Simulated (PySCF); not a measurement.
C$_{4}$H$_{6}$GaNO$_{2}$

```yaml
atoms:
  - { symbol: N, position_ang: [1.9269, 0.0082, 0.9290] }
  - { symbol: C, position_ang: [2.3176, -0.5116, -0.1547] }
  - { symbol: Ga, position_ang: [0.6458, -0.6488, -1.3109] }
  - { symbol: O, position_ang: [-0.2397, 1.0821, -1.1546] }
  - { symbol: C, position_ang: [-1.0932, 1.4221, -0.2859] }
  - { symbol: C, position_ang: [-1.7542, 0.5787, 0.5955] }
  - { symbol: C, position_ang: [-1.5259, -0.7898, 0.5946] }
  - { symbol: O, position_ang: [-0.7259, -1.4180, -0.1566] }
  - { symbol: H, position_ang: [2.6343, 0.1616, 1.6546] }
  - { symbol: H, position_ang: [3.3658, -0.7941, -0.3310] }
  - { symbol: H, position_ang: [0.3718, -1.1699, -2.7406] }
  - { symbol: H, position_ang: [-1.3443, 2.4922, -0.2547] }
  - { symbol: H, position_ang: [-2.4721, 0.9927, 1.2826] }
  - { symbol: H, position_ang: [-2.1077, -1.4057, 1.2954] }
```

Geometry: GFN2-xTB.

Computed with PySCF, PBE0/def2-SVPD, SCF density, gas phase.

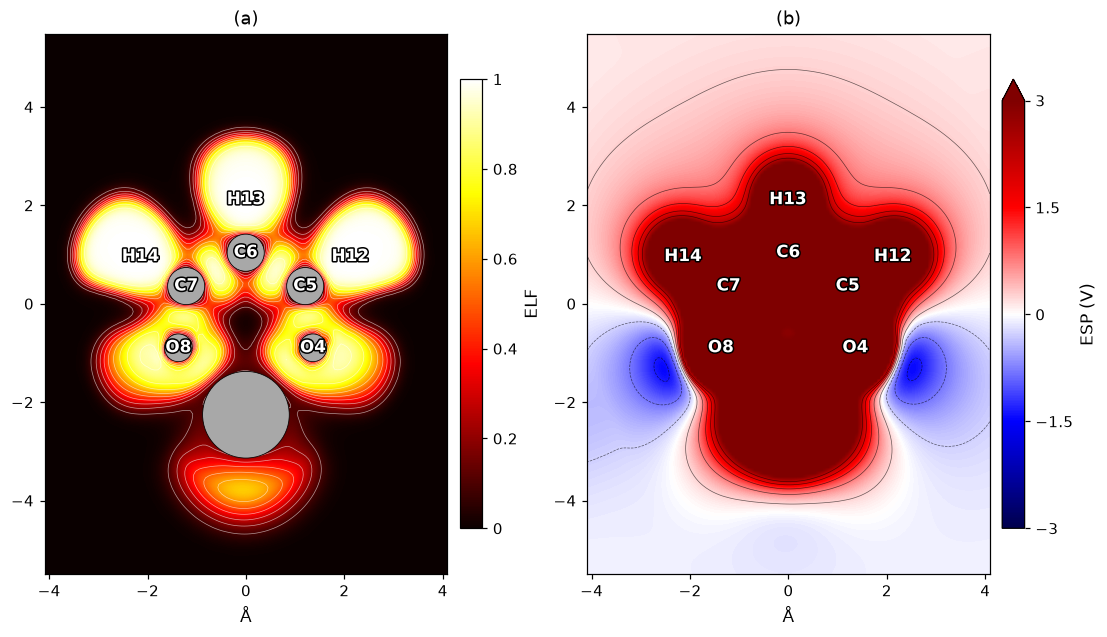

Figure 1. (a) ELF; (b) molecular electrostatic potential on the plane of atoms C6, C7 and H14. Grey discs cover the atomic cores in the ELF map.

Question: What does the map show?

Answer: The plane passes through O, C and H nuclei. C–O (1.26 Å): the ELF peaks at about 0.90 between the atoms; a short, strongly polar bond. C–C (1.39 Å): the ELF peaks at about 0.95 between the atoms: localised, covalent bonding. C–H (1.08 Å): the ELF climbs to about 1 towards the hydrogen, as it does in any bond to H; an ordinary covalent bond to hydrogen. The ELF also peaks beside O8 and O4, away from the bonds: lone-pair regions. Outside the dense part of the molecule the potential is most negative (−1.5 V) near O4 and O8.

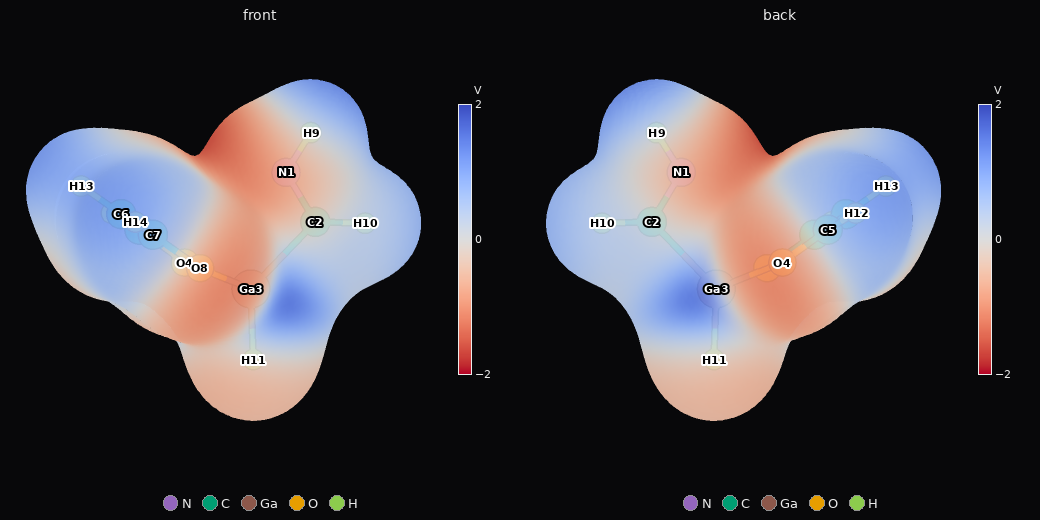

Figure 2. The molecular electrostatic potential painted on the density surface at 0.002 e/bohr³, seen from the front and from behind; red is negative and blue positive.

Question: Which sites attract a positive test charge, and which a negative one?

Answer: A positive charge is drawn to the negative regions and a negative charge to the positive ones. The most negative region (about −1.5 V, or −35 kcal/mol for a unit charge) lies over N1, the most positive (about +1.4 V, or +32 kcal/mol for a unit charge) over Ga3. N1 is the likeliest acceptor of a hydrogen bond.
